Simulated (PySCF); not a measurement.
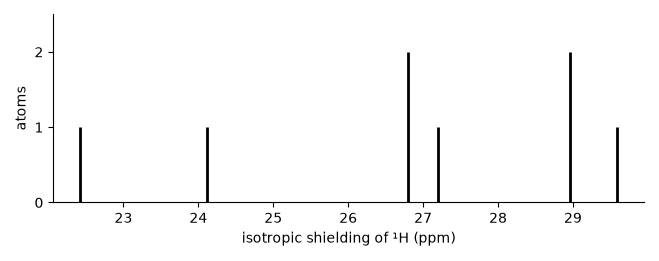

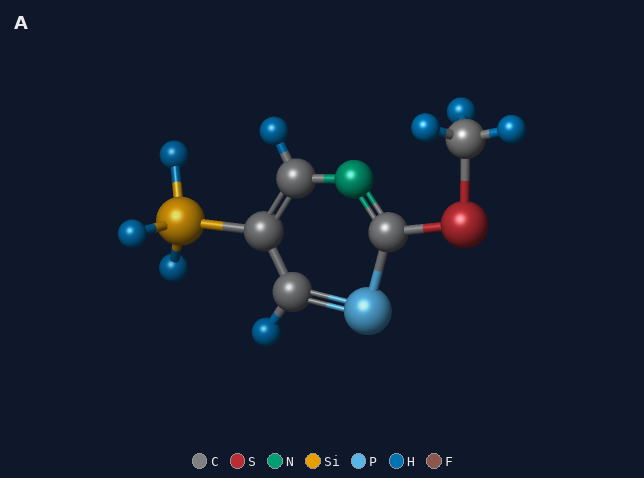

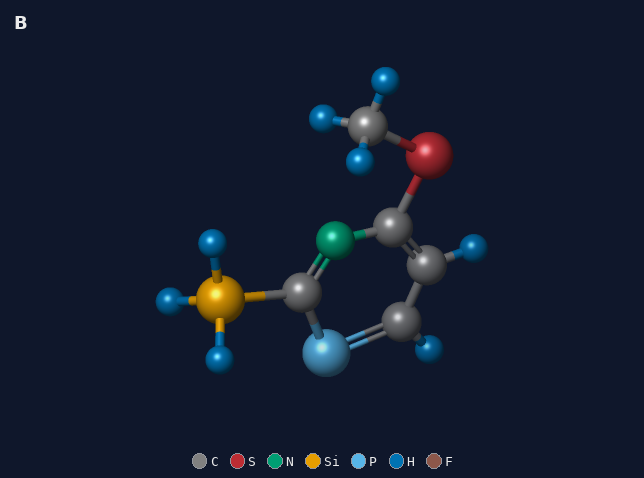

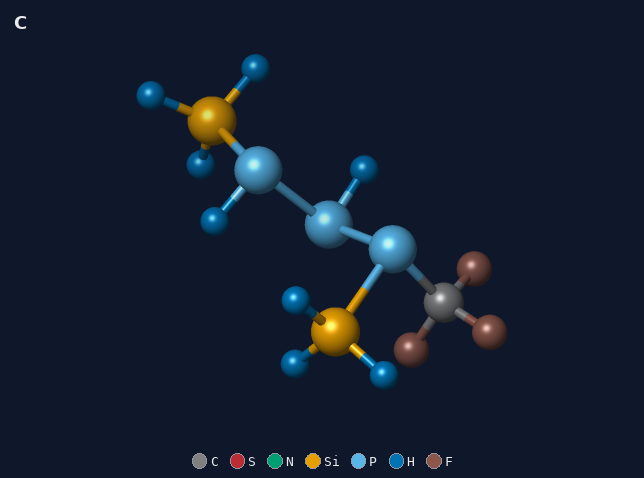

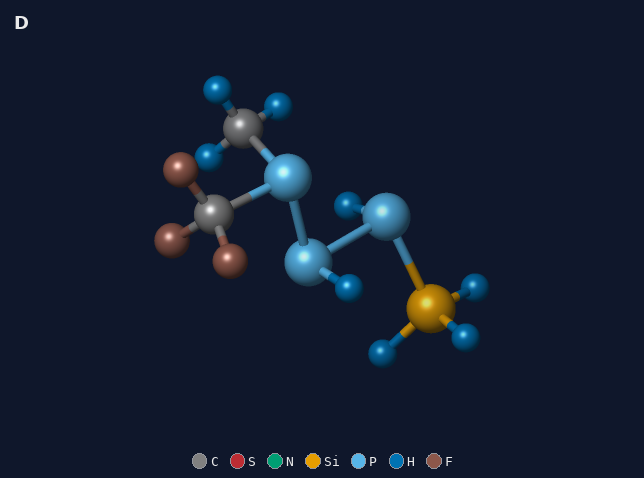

The sticks are computed shieldings of one of the molecules, for one fixed geometry (GFN2-xTB) without averaging over rotations. Low shielding means a high chemical shift. Method: GIAO PBE0/pcSseg-1 NMR shielding, non-relativistic, gas phase (PySCF 2.14.0).

Question: Which molecule gives this pattern?

Answer: B, `CSc1ccpc([SiH3])n1`. Its 8 H atoms give lines at 22.42, 24.11, 26.80 (2 atoms), 27.20, 28.96 (2 atoms), 29.59 ppm.

The geometry is semi-empirical. Around P, Si such bond lengths and angles can be off by a tenth of an ångström or more and by several degrees, and values that hang on the shape move with them.
